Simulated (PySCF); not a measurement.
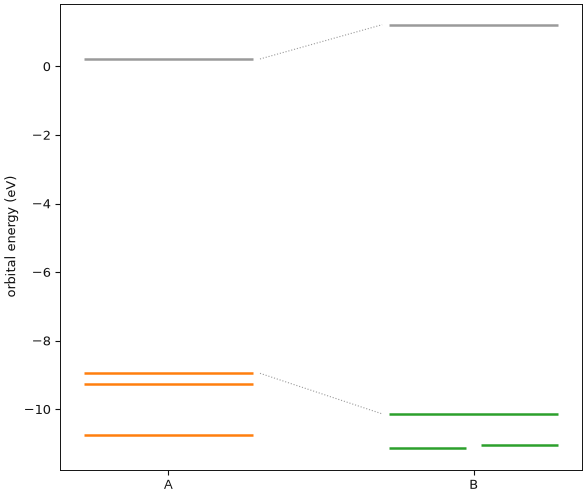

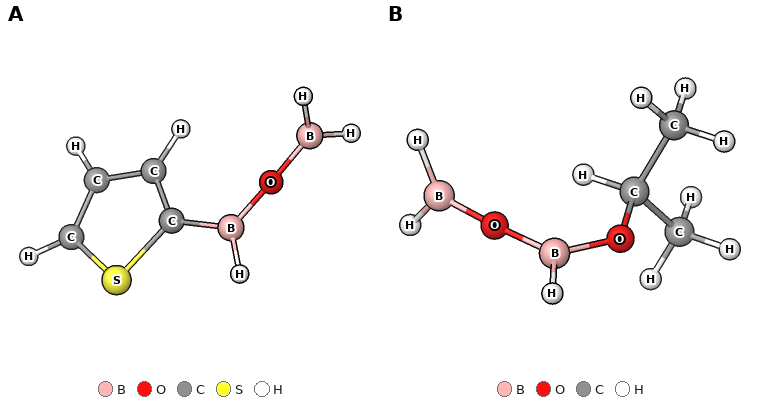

Related molecules: A is C₄H₆B₂OS, SMILES BOBc1cccs1; B is C₃H₁₀B₂O₂, SMILES BOBOC(C)C. Frontier orbital energies, ωB97X-D/def2-SVPD, PySCF 2.14.0, at a GFN2-xTB geometry (no frequency check); drawn are at most three filled levels and, in grey, the LUMO with any level within 0.03 eV of it; dotted lines join the HOMOs and the LUMOs.

What does the change do to the frontier levels?

From A to B the HOMO falls by 1.18 eV and the LUMO rises by 1.00 eV, so the separation goes from 9.17 to 11.35 eV.

Limits of at least one run: empty levels above zero depend strongly on the basis; one conformer of a flexible molecule; the tight-binding geometry is rougher than a DFT one and adds to the error.
